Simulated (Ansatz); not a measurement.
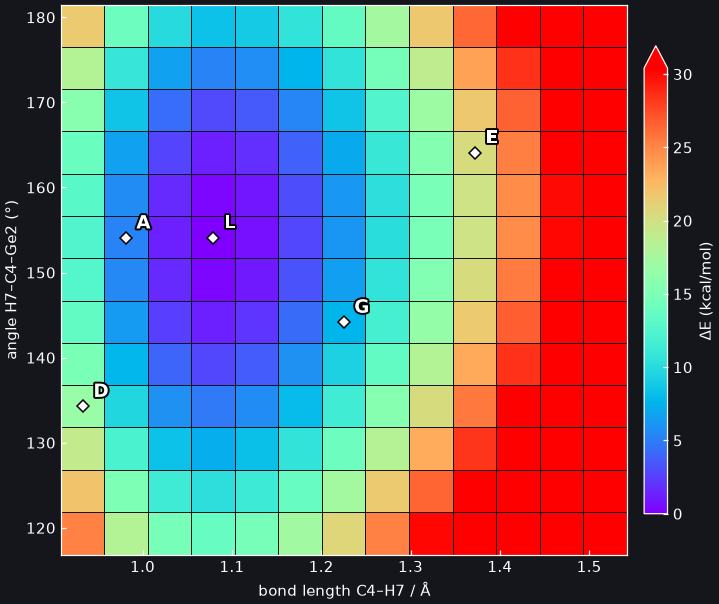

C2H3ClGe, SMILES [Cl][GeH]1[CH]=[CH]1. First axis: bond length C4–H7. Second axis: angle H7–C4–Ge2. Nothing is relaxed (all other coordinates rigid). The grid has 13 × 13 points. Energies: kcal/mol, counted from the lowest grid point. All numbers below come from Ansatz 0.2.0, RKS PBE0-D4/def2-TZVP.

In the figure: one coloured cell a grid point, one colour for all values above the top of the scale, lettered points.

What kind of point is each of A, E, G, L: minimum, saddle, maximum or slope?

Answer. A: on a slope; E: on a slope; G: on a slope; L: minimum. (In these two coordinates alone; a stationary point may lie a little off the grid point.)

Rank the lettered points by energy, lowest first.

Answer. L (0.0 kcal/mol), A (5.2 kcal/mol), G (7.6 kcal/mol), D (16.7 kcal/mol), E (20.4 kcal/mol).
